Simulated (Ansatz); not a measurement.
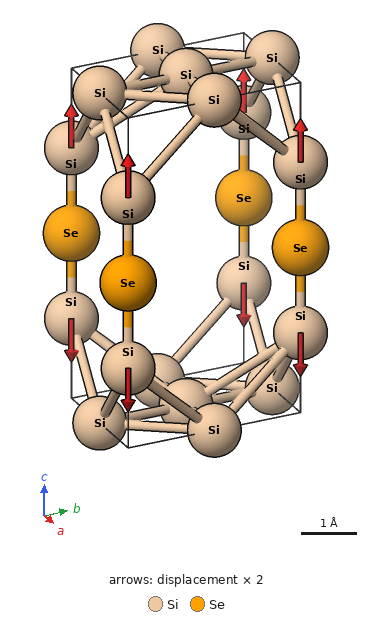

This is a relaxation of a crystal of Si$_{5}$Se (a generated structure, set up in P6/mmm) (coarse preliminary run). The starting structure is drawn; red arrows show the displacements (the part carried along by the change of the cell is left out), magnified 2 times.

Style: ball-and-stick. Shown: the cell of the calculation, slightly off an axis.

Theory: DFT PBE, scalar-relativistic, plane waves, PAW (Ansatz).

Input
```yaml
crystal:
  lattice:
    - [4.39619979, 0.0, 0.0]
    - [-2.1980999, 3.8072207, 0.0]
    - [0.0, 0.0, 6.22714266]
  atoms:
    - { symbol: Si, position: [0.0, 0.0, 0.24165991] }
    - { symbol: Si, position: [0.0, 0.0, 0.75834009] }
    - { symbol: Si, position: [0.5, 0.0, 0.0] }
    - { symbol: Si, position: [0.0, 0.5, 0.0] }
    - { symbol: Si, position: [0.5, 0.5, 0.0] }
    - { symbol: Se, position: [0.0, 0.0, 0.5] }
basis:
  ecutwfc: 420
kpoints:
  mp_grid: { grid: [6, 6, 4] }
hamiltonian:
  xc: pbe
scf:
  occupations: { method: gaussian, width: 0.1 }
  lower_state_search: "off"
output:
  forces: true
  stress: true
  eigenvalues: true
relax:
  adjacent_minimum: "off"
  f_tol: 0.04
  max_steps: 70
  cell: { stress_tol: 0.4 }
```

Command:
```bash
ansatz run input.yaml --threads 1 --pin off --max-ram 2560MiB --backend cpu --events-out ev --progress --plain --runs-dir out
```

Q: Describe the change and its energy.

A: The largest moves relative to the cell, 0.43 Å, are those of Si1 and Si2. Si1 goes along −c. Se stays in place. Cell: a = b 4.396 → 4.809 Å (+9.4 %), c 6.227 → 7.346 Å (+18.0 %). Volume +41.1 %. Among the contacts that change: Si1–Se6 1.609 → 2.324 Å, Si1–Si2 3.010 → 2.697 Å, Si3–Si4 2.198 → 2.404 Å, Si1–Si3 2.664 → 2.757 Å. The space group stays P6/mmm (No. 191). Over 6 accepted moves (7 points after the start) the energy falls by 2694 meV per atom. Largest force component: 36 eV/Å at the start, 0.0033 eV/Å at the end. The pressure goes from 72.94 to 0.22 GPa. At 1 point the geometry stayed and the basis and grid were re-selected for the new cell (energy shift of 5.7 meV per atom at most each time).
